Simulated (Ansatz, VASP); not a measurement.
**CdSe (Cadmoselite): VASP beside Ansatz**

One calculation is typed for both programs; each brings its own data sets. How far apart do they land? The cell is taken from a series of VASP runs on this material, whose earlier steps may have relaxed, scaled or displaced it; both programs get it as it stands. Valence electrons are named where the data sets of a main pair hold unlike numbers.

Program: Ansatz 0.2.0. Level of theory: plane waves, with VASP 6.6.1 beside it; band structure at HSE06. Results are calculated unless marked as measured.

### 1. Starting point

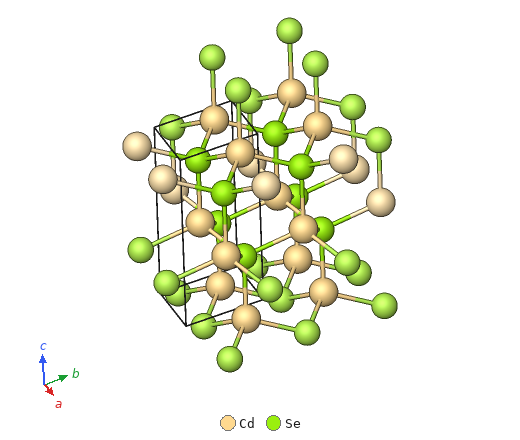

The cell as given, slightly off an axis (cadmium orange, selenium green). 2×2×1 cells are drawn. Some periodic images of atoms are drawn too.

### 2. Ansatz: band structure, HSE06

Ansatz runs on its default PAW (the set named soft_2) files.

The same path points are solved in both programs, so levels can be compared one by one.

Input file input.yaml:

```yaml
crystal:
  lattice:
    - [4.3156289234, 0.0, 0.0]
    - [-2.1578144617, 3.737444281, 0.0]
    - [0.0, 0.0, 7.0446329691]
  atoms:
    - { symbol: Cd, position: [0.3333333333, 0.6666666667, 0.0046907969] }
    - { symbol: Cd, position: [0.6666666667, 0.3333333333, 0.5046907969] }
    - { symbol: Se, position: [0.3333333333, 0.6666666667, 0.3803092031] }
    - { symbol: Se, position: [0.6666666667, 0.3333333333, 0.8803092031] }
hamiltonian:
  xc: { exchange: pbe, correlation: pbe, exx: { coeff: 0.25, omega: 0.2 } }
  pseudopotentials: { kind: paw }
kpoints:
  mp_grid: { grid: [4, 4, 2] }
  band_path:
    path:
      - [0.0, 0.0, 0.0]
      - [0.4, 0.0, 0.0]
      - [0.4, 0.2, 0.0]
      - [0.2, 0.2, 0.0]
      - [0.0, 0.0, 0.1]
      - [0.0, 0.0, 0.5]
      - [0.4, 0.0, 0.5]
      - [0.4, 0.2, 0.5]
      - [0.2, 0.2, 0.5]
      - [0.5, 0.0, 0.4]
      - [0.33333, 0.33333, 0.0]
      - [0.33333, 0.33333, 0.5]
    npoints: 1
scf:
  occupations: { method: gaussian, width: 0.05 }
  n_extra_bands: 8
output:
  forces: true
  stress: true
  eigenvalues: true
  write_density: true
  write_potential: true
  elf: true
  volumetric_format: npy
```

The run is started by

```
$ ansatz run input.yaml --threads 4 --pin off --max-ram 9216MiB --backend cpu --events-out ev --progress --plain --runs-dir out
```

Numbers of over 12 decimals in the logs are rounded to 6 here.

Log:

```text
Warning: output.stress: scf.convergence.dr2_threshold = 1e-7 eV (the SCF's general default) is looser than the 4e-10 eV advised for a printed stress (1e-10 eV for each atom of the cell: 4). What an SCF threshold leaves in a stress goes as its square root, and in the free energy as the threshold itself, and one threshold admits the most on a small cell: [figures from the program's tests cut] Set scf.convergence.dr2_threshold to 4e-10 eV or tighter. The threshold is an SCF's pass mark: one that does not reach it within its budget of iterations ends unconverged, or closes short of it on a stop that the run arms, and scf.convergence.dr2_threshold's page says what that costs each kind of run
Warning: output.stress: scf.exx.energy_threshold = 1e-6 eV is looser than the 4e-8 eV advised for a stress under a hybrid functional (1e-8 eV for each atom of the cell: 4). Every SCF of the exchange loop can meet its threshold on dr2 while the loop round them stops early: no threshold on dr2 bounds what that leaves in the stress. Set scf.exx.energy_threshold to 4e-8 eV or tighter. The threshold is the loop's pass mark: a loop that does not reach it within its budget of cycles ends unconverged, and scf.exx.energy_threshold's page has the law
scf.n_extra_bands = 8 over 36 filled bands (N_el = 72.0): the run solves 44 bands
Engine: ansatz 0.2.0, aarch64-unknown-linux-gnu
Pseudopotentials: kind: paw
Pseudopotential: Cd, paw, valence charge 20, recommended cutoff 420 eV (normal), Cd.paw.azcp
Pseudopotential: Se, paw, valence charge 16, recommended cutoff 420 eV (normal), Se.paw.azcp
Functional definition: unnamed
  parameter a_1 = 0.25
  parameter omega_1 = 0.2/angstrom
  exchange = pbe_x + (-a_1)*pbe_x_sr(omega_1) + a_1*exact_x_sr(omega_1)
  correlation = pbe_c
Crystal: 4 atoms, lattice volume = 113.626 Å³
Basis set: ecut = 420 eV, 2225 PW (Γ), exchange–correlation on 60×60×96 points (8 copies of the dense FFT grid, shifted against one another)
Bands: 44, of which v1, the nominal top of the filled ones, is band 36 counted from 1 (35 counted from 0)
Symmetry: 12 space group operations
Space group: P63mc (ITA 186), of the structure as read, at distance tolerance 4.8e-5 Å
k-points: 8 of 32
Non-local potential: Cd, projectors of the file, l = 0: 3, l = 1: 2, l = 2: 2, l = 3: 1
Non-local potential: Se, projectors of the file, l = 0: 2, l = 1: 2, l = 2: 3, l = 3: 1
PAW form: soft (Blöchl's): semilocal exchange-correlation on the pseudo side does not see the compensation charge
PAW frozen core: Cd, regenerated for the run's functional, and the local potential with it (the file was generated under x = pbe(κ = 0.804, μ = 0.219515), c = pbe(β = 0.066725))
PAW frozen core: Se, regenerated for the run's functional, and the local potential with it (the file was generated under x = pbe(κ = 0.804, μ = 0.219515), c = pbe(β = 0.066725))
PAW one-centre angular grid: Cd, 590 points (default); XC on 64 Gauss nodes
PAW one-centre angular grid: Se, 590 points (default); XC on 64 Gauss nodes
Initial density: superposition of atomic densities (neutral atoms: chi_scale 0, normalization atom), corrected by the library's trained network
Initial wavefunctions: pseudopotential atomic-orbital guess
Functional: x = pbe(κ = 0.804, μ = 0.219515), c = pbe(β = 0.066725), warm-up for x = pbe(κ = 0.804, μ = 0.219515) + 0.25 (exact − pbe) at short range (hse, ω = 0.2 Å⁻¹), c = pbe(β = 0.066725)
SCF iter   1: F=—  HF=-27449.497550 eV  |F-HF|=—  |Δ(HF+E_count)|=         —  Δρ=1.01e-3  dr2=1.22e-3  ethr=1.77e-3  ⟨swp⟩=7.6  Hψ=1461  notcnv=0
preconditioner: auto → none  [insulator: Δε(μ)=0.628 eV  Ē_g=12.080 eV  σ=0.050 eV  W_gap=1.00  n_scr=34 (ndim 8)  ℏωp=20.9 eV  f_vac=0.203  D(μ)=0.00/eV (n_scr^D=0)]
iter 2 solved again at ethr=5.22e-8 eV; its pass at ethr=1.70e-6 eV (dr2=3.76e-5 eV) is discarded
SCF iter   2: F=-27449.497516 eV  HF=-27449.497442 eV  |F-HF|=7.38e-5  |Δ(HF+E_count)|=   1.08e-4  Δρ=2.15e-4  dr2=3.77e-5  ethr=5.22e-8  ⟨swp⟩=2.0  Hψ=1738  notcnv=0
SCF 1 stopped early in 2 iterations: F = -27449.497516 eV  dr2 = 3.77e-5
  greatest PAW one-centre occupation: 1.000 electrons in one spin orbital (limit 2), on the Cd atom at site 1 (counted from 0), in its partial waves of l = 0
Initial density: handed on by an earlier stage of this run
Initial wavefunctions: those handed on with the density
Functional: x = pbe(κ = 0.804, μ = 0.219515) + 0.25 (exact − pbe) at short range (hse, ω = 0.2 Å⁻¹), c = pbe(β = 0.066725)
Exchange kernel: α = 0.2500, screened, ω = 0.2000 Å⁻¹, Wigner–Seitz truncation, v(0) = 1108.8949 eV·Å³, q-mesh 4×4×2, nearest image of the exchange supercell L = 14.09 Å, pair-density grid 20×20×32, without the augmentation charges, whose exchange is taken in its separable form by FFT convolution over the k-point mesh (sized by the pseudopotential files, 25×25×48 at the most), smooth part of the exact exchange by density-matrix convolution
Frozen-core exchange: fock
SCF iter   1: F=—  HF=-27460.239297 eV  |F-HF|=—  |Δ(HF+E_count)|=         —  Δρ=6.24e-3  dr2=3.63e-2  ethr=5.24e-7  ⟨swp⟩=6.2  Hψ=1575  notcnv=0
preconditioner: auto → none  [insulator: Δε(μ)=1.570 eV  Ē_g=14.051 eV  σ=0.050 eV  W_gap=1.00  n_scr=34 (ndim 8)  ℏωp=20.9 eV  f_vac=0.203  D(μ)=0.00/eV (n_scr^D=0)]
SCF iter   2: F=—  HF=-27460.221488 eV  |F-HF|=—  |Δ(HF+E_count)|=   1.78e-2  Δρ=2.36e-3  dr2=3.72e-3  ethr=5.24e-7  ⟨swp⟩=4.0  Hψ=1216  notcnv=0
SCF iter   3: F=—  HF=-27460.238237 eV  |F-HF|=—  |Δ(HF+E_count)|=   1.67e-2  Δρ=1.57e-3  dr2=1.61e-3  ethr=5.24e-7  ⟨swp⟩=4.0  Hψ=1174  notcnv=0
SCF iter   4: F=—  HF=-27460.237987 eV  |F-HF|=—  |Δ(HF+E_count)|=   2.50e-4  Δρ=5.20e-4  dr2=1.99e-4  ethr=5.24e-7  ⟨swp⟩=3.0  Hψ=878  notcnv=0
SCF iter   5: F=—  HF=-27460.237981 eV  |F-HF|=—  |Δ(HF+E_count)|=   5.81e-6  Δρ=2.51e-5  dr2=3.94e-5  ethr=1.95e-7  ⟨swp⟩=2.0  Hψ=640  notcnv=0
SCF iter   6: F=—  HF=-27460.238277 eV  |F-HF|=—  |Δ(HF+E_count)|=   2.96e-4  Δρ=1.42e-4  dr2=2.09e-5  ethr=6.76e-10  ⟨swp⟩=5.0  Hψ=1376  notcnv=0
SCF iter   7: F=-27460.238270 eV  HF=-27460.238270 eV  |F-HF|=5.53e-7  |Δ(HF+E_count)|=   6.98e-6  Δρ=2.20e-5  dr2=1.33e-6  ethr=6.76e-10  ⟨swp⟩=4.0  Hψ=1109  notcnv=0
SCF 2 stopped early in 7 iterations: F = -27460.238270 eV  dr2 = 1.33e-6
  Residual-converged pass: ⟨swp⟩=2.0  Hψ=596  notcnv=0  max |occ|·‖R‖ = 6.0e-6 eV (tolerance 6.7e-6 eV)  dr2=1.33e-6  dr2_onsite=1.16e-7  max |Δocc| = 3.4e-121
  greatest PAW one-centre occupation: 1.001 electrons in one spin orbital (limit 2), on the Cd atom at site 1 (counted from 0), in its partial waves of l = 1
hybrid outer 1: dexx = +1.982e-2 eV, tail = 1.28e-4 eV
Exchange kernel: α = 0.2500, screened, ω = 0.2000 Å⁻¹, Wigner–Seitz truncation, v(0) = 1108.8949 eV·Å³, q-mesh 4×4×2, nearest image of the exchange supercell L = 14.09 Å, pair-density grid 20×20×32, without the augmentation charges, whose exchange is taken in its separable form by FFT convolution over the k-point mesh (sized by the pseudopotential files, 25×25×48 at the most), smooth part of the exact exchange by density-matrix convolution
Frozen-core exchange: fock
SCF iter   1: F=—  HF=-27460.238739 eV  |F-HF|=—  |Δ(HF+E_count)|=         —  Δρ=4.81e-5  dr2=8.09e-7  ethr=8.91e-7  ⟨swp⟩=4.2  Hψ=756  notcnv=0
preconditioner: auto → none  [insulator: Δε(μ)=1.616 eV  Ē_g=13.994 eV  σ=0.050 eV  W_gap=1.00  n_scr=34 (ndim 8)  ℏωp=20.9 eV  f_vac=0.207  D(μ)=0.00/eV (n_scr^D=0)]
SCF iter   2: F=—  HF=-27460.238740 eV  |F-HF|=—  |Δ(HF+E_count)|=   1.05e-6  Δρ=1.69e-5  dr2=1.99e-7  ethr=1.00e-9  ⟨swp⟩=4.0  Hψ=1110  notcnv=0
SCF iter   3: F=—  HF=-27460.238740 eV  |F-HF|=—  |Δ(HF+E_count)|=   6.82e-9  Δρ=4.91e-6  dr2=8.16e-8  ethr=1.53e-10  ⟨swp⟩=3.0  Hψ=751  notcnv=0
SCF iter   4: F=—  HF=-27460.238741 eV  |F-HF|=—  |Δ(HF+E_count)|=   4.70e-7  Δρ=1.62e-6  dr2=2.24e-9  ethr=8.71e-12  ⟨swp⟩=4.2  Hψ=1249  notcnv=0  defer=1
SCF iter   5: F=-27460.238741 eV  HF=-27460.238741 eV  |F-HF|=1.42e-10  |Δ(HF+E_count)|=   2.19e-9  Δρ=3.54e-7  dr2=2.83e-10  ethr=2.79e-12  ⟨swp⟩=3.0  Hψ=794  notcnv=0
SCF 3 converged in 5 iterations: F = -27460.238741 eV  dr2 = 2.83e-10
  Residual-converged pass: ⟨swp⟩=3.0  Hψ=713  notcnv=0  max |occ|·‖R‖ = 6.1e-7 eV (tolerance 6.3e-7 eV)  dr2=2.90e-10  dr2_onsite=2.02e-10  max |Δocc| = 7.5e-123
hybrid outer 2: dexx = +8.505e-7 eV, tail = 5.76e-8 eV, Δε = 2.74e-3 eV (about 9.14e-5 eV left of the loop's levels), ΔF = 1.56e-3 eV/Å (tail 7.52e-4)
NSCF: frozen V_eff on 12 k-points
hybrid SCF converged: 2 outer / 12 inner (+2 warm-up), last move |dexx| = 8.51e-7 eV, tail = 5.76e-8 eV
Stability not checked: this state was not tested for a lower state beside it, because the functional holds exact exchange (a hybrid, or Hartree-Fock), whose exchange loop this test does not read (fock_operator; see scf.lower_state_search)
Free energy (F): -27460.238741 eV
Frozen-core exchange: fock
Harris-Foulkes:  -27460.238741 eV  (|F-HF|=1.42e-10)
Internal energy: -27460.238741 eV  (E = F + TS)
E sigma→0 (E₀):  -27460.238741 eV
Fermi energy:    7.564653 eV
--- Per-component energies (eV) ---
  E_band       = -1998.767395
  E_kinetic    = 1248.233047
  E_local      = -12830.467221  (includes V_loc(G=0)·N_el)
  E_nonlocal   = -1124.147043
  E_hartree    = 6106.068352
  E_xc         = -448.797229
  E_vxc        = -507.532264  (∫ρ·V_xc dr)
  E_exx        = -314.389753  (= α·E_x^exact, valence–valence)
  E_paw        = -11797.314221  (= ΣΔE_a)
  E_vpaw       = -368.213972  (= ΣTr[D̂ρ^β])
  E_aug_tail   = -0.001186  (compensation charges beyond the density's cutoff)
  E_ewald      = -8296.077060
  E_core_change = -3.346427  (= ΣΔE_core)
  E_smearing   = -0.000000  (= −TS)
  E_closure    = -0.000001  (closes the sum)
  Σ components = -27460.238741   (vs F -27460.238741, Δ=0.00e0)
--- Forces (eV/Å), atoms counted from 1 ---
  atom   1  Cd     0.00000000    -0.00000000     0.01046034
  atom   2  Cd     0.00000000     0.00000000     0.01046034
  atom   3  Se     0.00000000    -0.00000000    -0.01049298
  atom   4  Se    -0.00000000     0.00000000    -0.01049298
  max |Σ_I F_I| component: 6.53e-5 eV/Å
--- Stress (GPa, compression-positive) ---
        1.250510       0.000000       0.000000
        0.000000       1.250510      -0.000000
        0.000000       0.000000       0.957658
  P = ⅓ Tr σ = 1.1529 GPa (11.529 kbar)
--- Band table (eV; the first three rows and the last of 8) ---
  k-point 0: bands = [... 32 lower, 5.9487, 6.7103, 6.7561, 6.7561, 8.3721, 9.9518, 13.6719, 13.6719, ... 4 higher]
  k-point 1: bands = [... 32 lower, 6.3346, 6.3346, 6.3346, 6.3346, 10.1088, 10.1088, 13.6271, 13.6271, ... 4 higher]
  k-point 2: bands = [... 32 lower, 4.5773, 5.3207, 6.2232, 6.3503, 10.3004, 11.2441, 12.9140, 13.6957, ... 4 higher]
  k-point 7: bands = [... 32 lower, 4.6040, 4.6040, 5.4991, 5.4991, 11.4739, 11.4739, 13.3110, 13.3110, ... 4 higher]
```

Elapsed: 40 s, on 4 threads of Arm Neoverse V2, shared host; peak memory 1.1 GiB; 2.4 min of CPU time.

The column dr2 measures how far the density is from self-consistency, as an energy; F and HF (Harris–Foulkes) agree once it is small.

(Continued in part 2 of 2.)

[Lines on the potential files, build, host, timing and source positions are cut from VASP's logs without a mark.]

[Logs are printed without paths, hosts, clocks, repeated set-up lines and the standing remarks that a program may print on its own settings, such as how far it seeks lower states.]

[Hosts, paths, dates, database ids (printed as entryN), source tags and the programs' standing remarks are cut or masked in the printed files.]
